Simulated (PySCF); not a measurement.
## Electronic structure of C$_{6}$H$_{12}$O$_{2}$SSi in real space

Input file:

```
{"job": {"kind": "nmr", "xc": "PBE0", "basis": "pcSseg-1"}, "charge": 0, "multiplicity": 1}
C      2.765951    -0.576876     1.648620
Si     1.345664     0.131781     0.627499
O      1.565046    -0.184570    -1.009494
C      2.605430     0.243285    -1.682255
O      3.485586     0.918783    -1.244675
S     -0.434045    -0.927147     1.150660
C     -1.688408    -0.204824     0.045943
C     -1.670481    -0.789673    -1.341135
C     -2.991845     0.145332     0.695577
C     -2.050225     1.231646     0.266755
H      2.857970    -1.651054     1.502507
H      3.704812    -0.114737     1.360220
H      2.613249    -0.401299     2.707917
H      1.147895     1.571937     0.738209
H      2.562755    -0.106297    -2.728846
H     -1.853763    -1.861952    -1.294701
H     -0.702530    -0.626705    -1.811336
H     -2.442559    -0.329028    -1.954511
H     -3.096607    -0.043276     1.752243
H     -3.897351    -0.012761     0.129226
H     -2.303407     1.826554    -0.598688
H     -1.533548     1.780267     1.039415
```

Run with:

```sh
OMP_NUM_THREADS=1 python probes_run.py task.json out
```

Geometry: GFN2-xTB.

Method: PySCF 2.14.0, PBE0/pcSseg-1, SCF density, gas phase, non-relativistic.

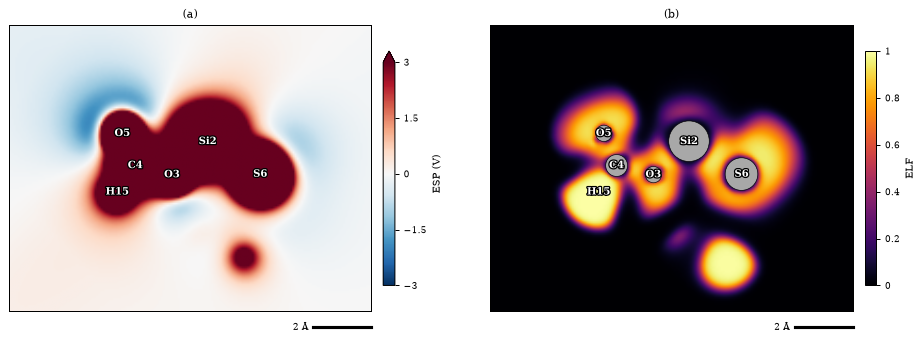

Figure 1. (a) electrostatic potential; (b) electron localisation function on the plane of atoms O3, Si2 and S6. Grey discs cover the atomic cores in the ELF map.

Q: Describe what can be read from this map.

A:
- The section cuts through Si, O, C, S and H sites.
- C–O (1.19 Å): the ELF peaks at about 0.85 between the atoms; a short, multiple covalent bond.
- Si–O (1.68 Å): the ELF peaks at about 0.90 between the atoms: a polar covalent bond.
- Si–S (2.14 Å): the ELF peaks at about 0.95 between the atoms, as expected for localised, covalent bonding.
- C–H (1.10 Å): the ELF climbs to about 1 towards the hydrogen, as it does in any bond to H (an ordinary covalent bond to hydrogen).
- The ELF also peaks beside O3, S6 and O5, away from the bonds: lone-pair regions.
- Outside the dense part of the molecule the potential is most negative (−1.9 V) near O5.

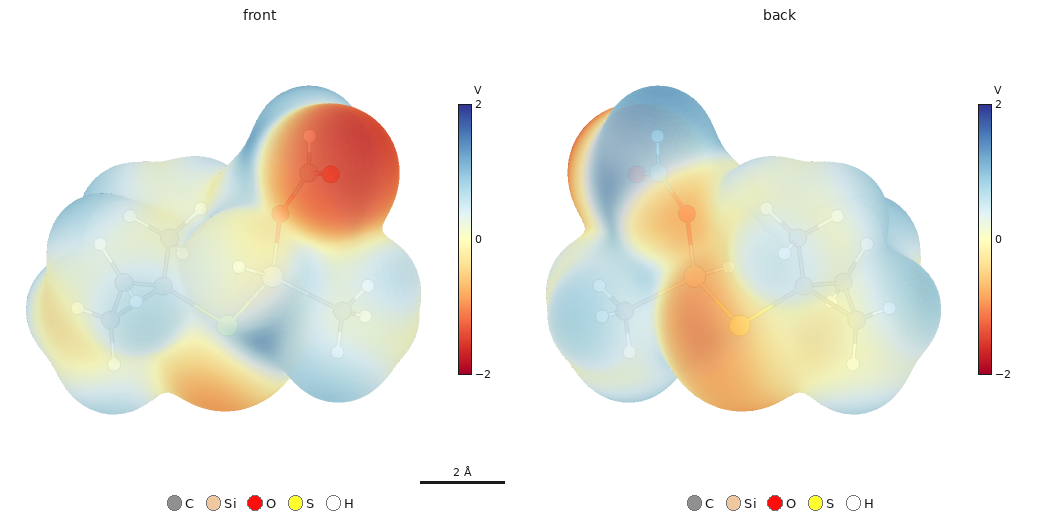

Figure 2. The molecular electrostatic potential painted on the density surface at 0.002 e/bohr³, seen from the front and from behind; red is negative and blue positive.

Q: Describe the electrostatic potential map.

A: The most negative region (about −1.5 V, or −35 kcal/mol for a unit charge) lies over O5, the most positive (about +1.2 V, or +28 kcal/mol for a unit charge) over Si2 and H15. O5 is the likeliest acceptor of a hydrogen bond.
